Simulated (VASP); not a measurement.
Consider the following.

```
CELL_PARAMETERS angstrom
      2.28499     0.00000     0.00000
      0.00000     2.28499     0.00000
      0.00000     0.00000     2.28499
ATOMIC_POSITIONS crystal
  Co 0.00000 0.00000 0.00000
```
Starting moments (μB, in the order of the record's atoms Co): 1.7.

Calculation: PBEsol GGA, VASP's PBE PAW potentials (set 64) (plane waves; VASP). Numerical set-up: 400 eV cut-off, 18×18×18 Γ-centred mesh, tetrahedra with Blöchl corrections, potentials Co.

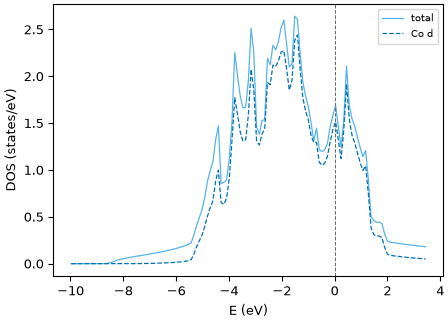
Figure. Total and projected density of states, zero at the Fermi level

Within 2 eV below the Fermi level the largest weight inside VASP's projection spheres is Co d.

It has no gap at this level: it comes out as a metal or semimetal.

The structure was generated: Co was put into the simple-cubic type (Pm-3m), which need not be its known phase. It was relaxed first.
